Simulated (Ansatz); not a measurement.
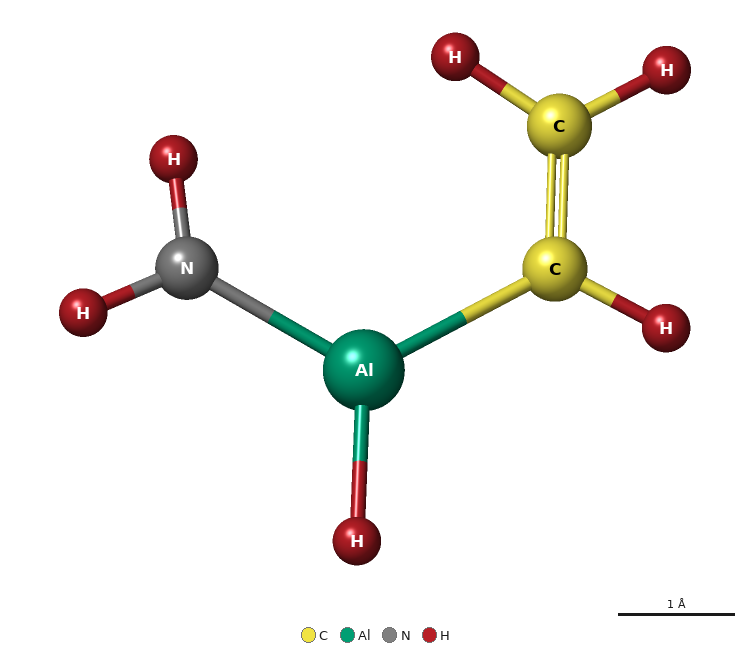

Multiple sticks mark multiple bonds (one Kekulé form).

What does the picture show?

The molecule is C₂H₆AlN. As SMILES it reads `C=[CH][AlH][NH2]`. Among its groups: alkene. All atoms lie on one plane. Coordination: 2 C trigonal planar; 1 Al trigonal planar; 1 N trigonal planar.

The parts below concern this one geometry. Atoms keep their numbers from picture to picture. Computed geometry: PBE0-D4/def2-TZVP optimisation.

**Levels of theory compared**

Program: Ansatz 0.2.0.

Tabulate HOMO energy (eV) at these levels: B97M-V/def2-TZVPP; BHLYP-D4/def2-TZVPP; HSE06 (plane-wave form)-D4/def2-TZVPP; PBE-D4/def2-TZVPP; PBE0-D4/def2-SVP; PBE0-D4/def2-TZVPP; SPW92 (LDA)/def2-TZVPP; revPBE-D4/def2-TZVPP; ωB97M-V/def2-QZVPP; ωB97M-V/def2-SVP; ωB97X-V/def2-TZVPP.

```tsv
level	HOMO energy (eV)
B97M-V/def2-TZVPP	−6.31
BHLYP-D4/def2-TZVPP	−8.50
HSE06 (plane-wave form)-D4/def2-TZVPP	−6.92
PBE-D4/def2-TZVPP	−6.00
PBE0-D4/def2-SVP	−7.17
PBE0-D4/def2-TZVPP	−7.33
SPW92 (LDA)/def2-TZVPP	−6.19
revPBE-D4/def2-TZVPP	−5.93
ωB97M-V/def2-QZVPP	−9.73
ωB97M-V/def2-SVP	−9.51
ωB97X-V/def2-TZVPP	−9.78
```

**Dipole moment**

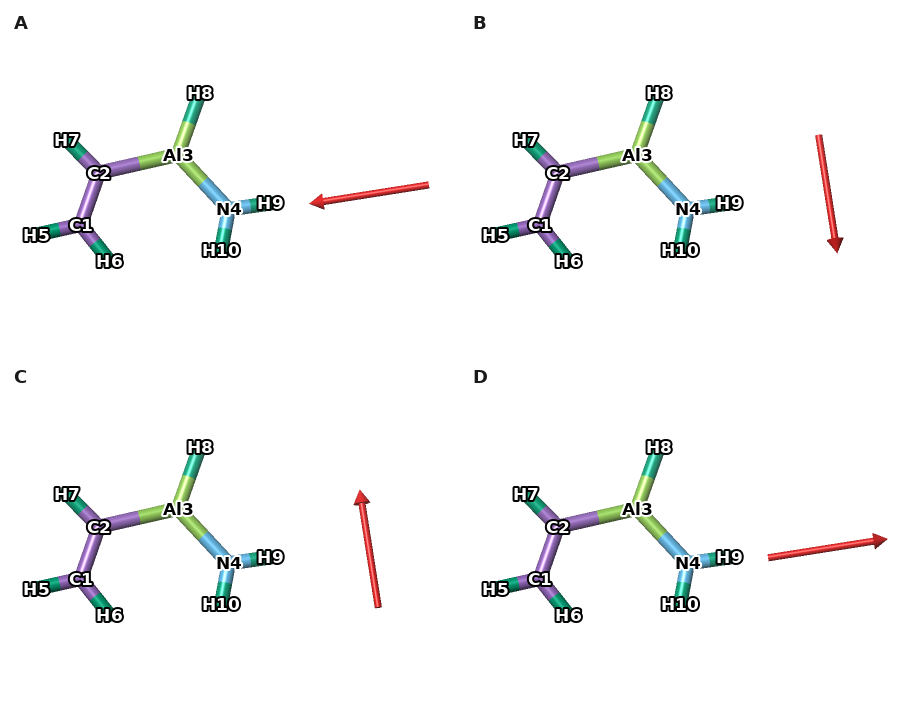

The same molecule four times, each with an arrow. Level of theory: RKS PBE0-D4/def2-TZVP (Ansatz 0.2.0).

**Which arrow points along the dipole moment, from the negative to the positive end?**

B. The dipole moment is 1.13 D; it points from the side of H8 to the side of H6, H10 (the outermost atoms at the two ends).

**Charges**

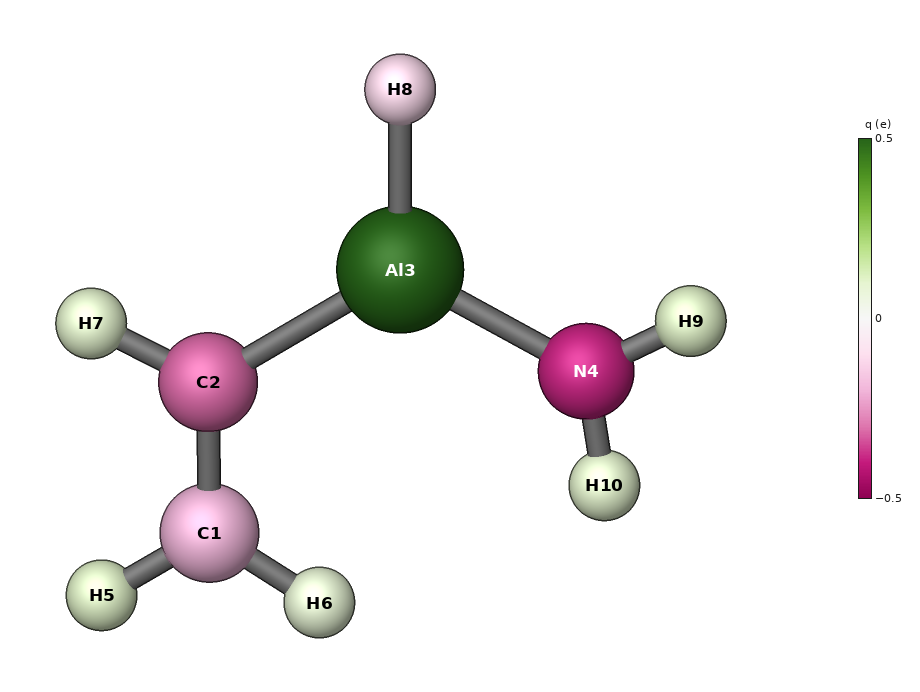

Atoms are coloured by their Mulliken charges. Properties computed with RKS ωB97M-V/def2-TZVPP (Ansatz 0.2.0).

**Which atom carries the highest charge (most positive or least negative)?**

Al3 (0.50 e).

**And the lowest?**

N4 (−0.38 e).

List the Mulliken charges.

| atom | value (e) |
| --- | --- |
| C1 | −0.20 |
| C2 | −0.31 |
| Al3 | 0.50 |
| N4 | −0.38 |
| H5 | 0.11 |
| H6 | 0.09 |
| H7 | 0.10 |
| H8 | −0.11 |
| H9 | 0.11 |
| H10 | 0.10 |

Mulliken values depend strongly on the basis set and can even reverse the polarity of a bond.
